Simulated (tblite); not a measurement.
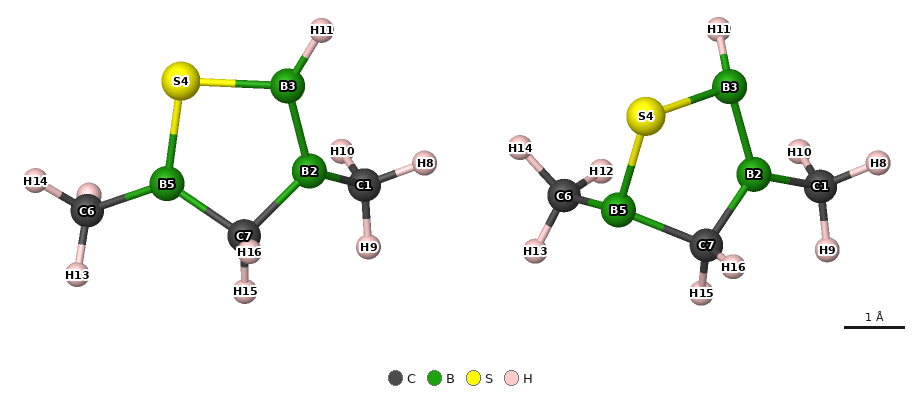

Two geometries of C₃H₉B₃S, drawn at one scale. One is the start of a relaxation, the other its converged end. A ball-and-stick model, seen at a tilt.

Computed with GFN2-xTB geometry optimisation, gas phase (tblite 0.8.0). 

Question: Which one is relaxed?

Answer: The left one is the relaxed one. After 61 geometry steps the energy has fallen by 45.6 kcal/mol. The atom that moves furthest after the best rigid fit is H11 (1.68 Å). By element the largest moves are H 1.68 Å, S 1.15 Å, B 0.76 Å, C 0.38 Å. Some distances before and after: B3–S4 1.919 → 1.793 Å, S4–B5 1.888 → 1.826 Å, B5–C6 1.616 → 1.572 Å, B5–C7 1.616 → 1.577 Å. Among the angles between lasting bonds that change: B2–B3–H11 121.5° → 137.9°, S4–B5–C7 99.5° → 112.6°, C6–B5–C7 115.9° → 126.1°. The run took 0.64 s on 1 thread of Arm Neoverse N1, with other jobs on the host.
